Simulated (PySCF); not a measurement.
# CH3F2InS (SMILES C[S][In]([F])[F]) at 3 levels

Aim: a comparison of 3 runs (B3LYP/def2-SVPD, B3LYP/def2-TZVP, PBE0/def2-TZVP) of CH3F2InS. The job is set up through a Python script.

The calculation is run with PySCF 2.14.0.

**1. The system as given**

The species is CH3F2InS (8 atoms), meant as a singlet with charge 0. As SMILES, `C[S][In]([F])[F]`. The shape comes from GFN2-xTB, which is rough for such elements, and wasn't checked as a minimum.

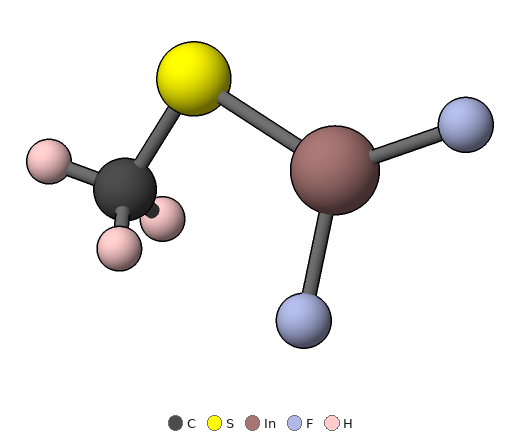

The structure, seen from a chosen angle (carbon dark grey, sulfur yellow, indium brown, fluorine light blue, hydrogen pink).

**2. Energy and gradient at B3LYP/def2-SVPD (core potential) (run 1)**

start.xyz reads:

```xyz
8
CH3F2InS
C     -0.517980    -0.600820     1.218580
S      0.668780     0.768710     1.079680
In     0.740290     0.903880    -1.355370
F     -0.243220    -0.666940    -2.119050
F      1.568600     2.198630    -2.629590
H     -1.528990    -0.244320     1.039290
H     -0.425180    -0.959250     2.239910
H     -0.262300    -1.399880     0.526550
```

job.py reads:

```python
import pyscf.grad
from pyscf import gto, dft

mol = gto.Mole()
mol.atom = 'start.xyz'
mol.max_memory = 1860
mol.ecp = {'In': 'def2-svp'}
mol.spin = 0
mol.basis = 'def2-svpd'
mol.verbose = 4
mol.build()

myscf = dft.RKS(mol)
myscf.xc = 'b3lyp'
myscf.conv_tol = 1e-10
myscf.grids.level = 5
myscf.kernel()
if not myscf.converged:
    myscf = myscf.newton().run(myscf.mo_coeff, myscf.mo_occ)

e_final = myscf.e_tot
print('E = %.10f Eh' % e_final)
grad = myscf.Gradients().kernel()
myscf.analyze()
```

The run is started by

```console
$ OMP_NUM_THREADS=1 python job.py
```

Standard output:

```text
PySCF version 2.14.0

[... 99 lines left out ...]
Total Energy =                        -827.796239536264125
[... 15 lines left out ...]
MO #9   energy= -4.73382419038693  occ= 2
[... 13 lines left out ...]
MO #23  energy= -0.458537214549801 occ= 2
[... 13 lines left out ...]
MO #37  energy= 0.0200373269283627 occ= 0
[... 13 lines left out ...]
MO #51  energy= 0.152700087953043  occ= 0
[... 13 lines left out ...]
MO #65  energy= 0.303219767352102  occ= 0
[... 13 lines left out ...]
MO #79  energy= 0.448808584561768  occ= 0
[... 13 lines left out ...]
MO #93  energy= 0.757495262008497  occ= 0
[... 13 lines left out ...]
MO #107 energy= 1.03373046858396   occ= 0
[... 13 lines left out ...]
MO #121 energy= 1.77787162640085   occ= 0
[... 13 lines left out ...]
MO #135 energy= 3.04424566170328   occ= 0
[... 13 lines left out ...]
MO #149 energy= 60.840490024614    occ= 0
[... 121 lines left out ...]
pop of  4 F 3dx2-y2       0.00343
pop of  4 F 4dxy          0.01220
pop of  4 F 4dyz          0.00694
pop of  4 F 4dz^2         0.01641
pop of  4 F 4dxz          0.00810
pop of  4 F 4dx2-y2       0.01308
pop of  5 H 1s            0.86734
pop of  5 H 2s            0.00691
pop of  5 H 2px           0.00139
pop of  5 H 2py           0.00052
pop of  5 H 2pz           0.00026
pop of  5 H 3px           0.00111
pop of  5 H 3py           0.00067
pop of  5 H 3pz           0.00090
pop of  6 H 1s            0.86110
pop of  6 H 2s            0.00763
pop of  6 H 2px           0.00011
pop of  6 H 2py           0.00040
pop of  6 H 2pz           0.00110
pop of  6 H 3px           0.00052
pop of  6 H 3py           0.00047
pop of  6 H 3pz           0.00023
pop of  7 H 1s            0.85635
pop of  7 H 2s            0.00731
pop of  7 H 2px           0.00043
pop of  7 H 2py           0.00175
pop of  7 H 2pz           0.00116
pop of  7 H 3px           0.00079
pop of  7 H 3py           0.00232
pop of  7 H 3pz           0.00158
 ** Mulliken atomic charges  **
charge of    0C =     -0.35480
charge of    1S =     -0.55740
charge of    2In =      2.27925
charge of    3F =     -0.87234
charge of    4F =     -0.87236
charge of    5H =      0.12089
charge of    6H =      0.12844
charge of    7H =      0.12832
Dipole moment(X, Y, Z, Debye): -0.71318, -0.63477,  3.12481
```

Run time: 1.7 min. Hardware: 1 thread of Intel Xeon at 2.70GHz, shared host; peak memory 1.7 GiB.

**3. Energy and gradient at B3LYP/def2-TZVP (core potential) (run 2)**

run.py reads:

```python
# C[S][In]([F])[F]
import pyscf.grad
from pyscf import gto, dft

molecule = gto.M(
    atom='''
C       -0.517980      -0.600820       1.218580
S        0.668780       0.768710       1.079680
In       0.740290       0.903880      -1.355370
F       -0.243220      -0.666940      -2.119050
F        1.568600       2.198630      -2.629590
H       -1.528990      -0.244320       1.039290
H       -0.425180      -0.959250       2.239910
H       -0.262300      -1.399880       0.526550
''',
    basis='def2-tzvp',
    spin=0,
    ecp={'In': 'def2-svp'},
    verbose=4,
    max_memory=1860,
    charge=0,
)

mf = dft.RKS(molecule)
mf.xc = 'b3lyp'
mf.conv_tol = 1e-10
mf.grids.level = 5
mf.kernel()
if not mf.converged:
    mf = mf.newton().run(mf.mo_coeff, mf.mo_occ)

energy = mf.e_tot
print('Final energy', energy)
grad = mf.Gradients().kernel()
mf.analyze()
```

The run is started by

```console
$ OMP_NUM_THREADS=1 python run.py
```

Standard output:

```text
PySCF version 2.14.0

[... 106 lines left out ...]
DFT Exchange-Correlation Energy =      -70.058705438617920
[... 19 lines left out ...]
MO #18  energy= -0.810305432523617 occ= 2
[... 17 lines left out ...]
MO #36  energy= 0.020938088372701  occ= 0
[... 17 lines left out ...]
MO #54  energy= 0.316264753636965  occ= 0
[... 17 lines left out ...]
MO #72  energy= 0.685679702017859  occ= 0
[... 17 lines left out ...]
MO #90  energy= 1.06108076223766   occ= 0
[... 17 lines left out ...]
MO #108 energy= 1.77369750881159   occ= 0
[... 17 lines left out ...]
MO #126 energy= 2.2327413429669    occ= 0
[... 17 lines left out ...]
MO #144 energy= 3.08351629228189   occ= 0
[... 17 lines left out ...]
MO #162 energy= 4.38643071074286   occ= 0
[... 17 lines left out ...]
MO #180 energy= 8.31297164420428   occ= 0
[... 17 lines left out ...]
MO #198 energy= 123.962950019577   occ= 0
[... 170 lines left out ...]
pop of  4 F 4dxy          0.00177
pop of  4 F 4dyz          0.00205
pop of  4 F 4dz^2         0.00098
pop of  4 F 4dxz          0.00153
pop of  4 F 4dx2-y2       0.00103
pop of  4 F 4f-3          0.00010
pop of  4 F 4f-2          0.00022
pop of  4 F 4f-1          0.00012
pop of  4 F 4f+0          0.00013
pop of  4 F 4f+1          0.00009
pop of  4 F 4f+2          0.00016
pop of  4 F 4f+3          0.00011
pop of  5 H 1s            0.85674
pop of  5 H 2s            0.00530
pop of  5 H 3s            0.00310
pop of  5 H 2px           0.00065
pop of  5 H 2py           0.00022
pop of  5 H 2pz           0.00008
pop of  6 H 1s            0.85135
pop of  6 H 2s            0.00547
pop of  6 H 3s            0.00297
pop of  6 H 2px           0.00004
pop of  6 H 2py           0.00015
pop of  6 H 2pz           0.00064
pop of  7 H 1s            0.84658
pop of  7 H 2s            0.00600
pop of  7 H 3s            0.00352
pop of  7 H 2px           0.00017
pop of  7 H 2py           0.00056
pop of  7 H 2pz           0.00048
 ** Mulliken atomic charges  **
charge of    0C =     -0.39462
charge of    1S =     -0.52941
charge of    2In =      2.06424
charge of    3F =     -0.78121
charge of    4F =     -0.77498
charge of    5H =      0.13391
charge of    6H =      0.13937
charge of    7H =      0.14271
Dipole moment(X, Y, Z, Debye): -0.69367, -0.61840,  3.01593
```

It took 3 min on 1 thread of Intel Xeon at 2.70GHz, shared host; peak memory 3.1 GiB.

**4. Energy and forces at PBE0/def2-TZVP (core potential) (run 3)**

input.py reads:

```python
from pyscf import gto, dft

mol = gto.M(
    atom='''
C       -0.517980      -0.600820       1.218580
S        0.668780       0.768710       1.079680
In       0.740290       0.903880      -1.355370
F       -0.243220      -0.666940      -2.119050
F        1.568600       2.198630      -2.629590
H       -1.528990      -0.244320       1.039290
H       -0.425180      -0.959250       2.239910
H       -0.262300      -1.399880       0.526550
''',
    basis='def2-tzvp',
    ecp={'In': 'def2-svp'},
    charge=0,
    max_memory=1860,
    verbose=4,
)

myscf = dft.RKS(mol)
myscf.xc = 'pbe0'
myscf.grids.level = 5
myscf.conv_tol = 1e-10
myscf.kernel()
if not myscf.converged:
    myscf = myscf.newton().run(myscf.mo_coeff, myscf.mo_occ)

e_final = myscf.e_tot
print('Final energy', e_final)
grad = myscf.nuc_grad_method().kernel()
myscf.analyze()
```

The run is started by

```console
$ OMP_NUM_THREADS=1 python input.py
```

Standard output:

```text
PySCF version 2.14.0

[... 105 lines left out ...]
DFT Exchange-Correlation Energy =      -69.594242349461680
[... 19 lines left out ...]
MO #18  energy= -0.829634181462403 occ= 2
[... 17 lines left out ...]
MO #36  energy= 0.0317240781237281 occ= 0
[... 17 lines left out ...]
MO #54  energy= 0.329026940849011  occ= 0
[... 17 lines left out ...]
MO #72  energy= 0.703603722317861  occ= 0
[... 17 lines left out ...]
MO #90  energy= 1.07716643617575   occ= 0
[... 17 lines left out ...]
MO #108 energy= 1.79266947806031   occ= 0
[... 17 lines left out ...]
MO #126 energy= 2.24963135288483   occ= 0
[... 17 lines left out ...]
MO #144 energy= 3.11100151755484   occ= 0
[... 17 lines left out ...]
MO #162 energy= 4.41457962525834   occ= 0
[... 17 lines left out ...]
MO #180 energy= 8.35280661407631   occ= 0
[... 17 lines left out ...]
MO #198 energy= 125.22771061298    occ= 0
[... 170 lines left out ...]
pop of  4 F 4dxy          0.00178
pop of  4 F 4dyz          0.00206
pop of  4 F 4dz^2         0.00098
pop of  4 F 4dxz          0.00153
pop of  4 F 4dx2-y2       0.00103
pop of  4 F 4f-3          0.00010
pop of  4 F 4f-2          0.00022
pop of  4 F 4f-1          0.00012
pop of  4 F 4f+0          0.00013
pop of  4 F 4f+1          0.00009
pop of  4 F 4f+2          0.00016
pop of  4 F 4f+3          0.00011
pop of  5 H 1s            0.85062
pop of  5 H 2s            0.00539
pop of  5 H 3s            0.00288
pop of  5 H 2px           0.00069
pop of  5 H 2py           0.00023
pop of  5 H 2pz           0.00009
pop of  6 H 1s            0.84493
pop of  6 H 2s            0.00563
pop of  6 H 3s            0.00274
pop of  6 H 2px           0.00004
pop of  6 H 2py           0.00016
pop of  6 H 2pz           0.00068
pop of  7 H 1s            0.84087
pop of  7 H 2s            0.00597
pop of  7 H 3s            0.00327
pop of  7 H 2px           0.00017
pop of  7 H 2py           0.00058
pop of  7 H 2pz           0.00051
 ** Mulliken atomic charges  **
charge of    0C =     -0.41226
charge of    1S =     -0.54796
charge of    2In =      2.09014
charge of    3F =     -0.78518
charge of    4F =     -0.77931
charge of    5H =      0.14011
charge of    6H =      0.14581
charge of    7H =      0.14864
Dipole moment(X, Y, Z, Debye): -0.70440, -0.62191,  2.89135
```

It took 3.5 min on 1 thread of Intel Xeon at 2.70GHz, shared host; peak memory 3.1 GiB.

**5. The series**

| run | level | energy (Eh) | dipole moment (D) | HOMO energy (eV) | LUMO energy (eV) | wall time |
| --- | --- | --- | --- | --- | --- | --- |
| 1 | B3LYP/def2-SVPD (core potential) | -827.796240 | 3.27 | -7.57 | -3.54 | 1.7 min |
| 2 | B3LYP/def2-TZVP (core potential) | -828.214932 | 3.16 | -7.49 | -3.40 | 3 min |
| 3 | PBE0/def2-TZVP (core potential) | -827.747496 | 3.04 | -7.70 | -3.07 | 3.5 min |

**6. Results**

```
                       quantity          value
            run 3: total energy  -827.74750 Eh
           run 3: dipole moment         3.04 D
             run 3: HOMO energy       -7.70 eV
             run 3: LUMO energy       -3.07 eV
           run 3: HOMO–LUMO gap        4.62 eV
run 3: largest force on an atom     1.360 eV/Å
```

The dipole moment (its size) runs from 3.04 D (PBE0/def2-TZVP) to 3.27 D (B3LYP/def2-SVPD). The two ends differ in method and basis. The HOMO–LUMO gap runs from 4.04 eV (B3LYP/def2-SVPD) to 4.62 eV (PBE0/def2-TZVP). Totals of different functionals can't be ranked against each other. All runs together took 8.2 min, the longest 3.5 min.
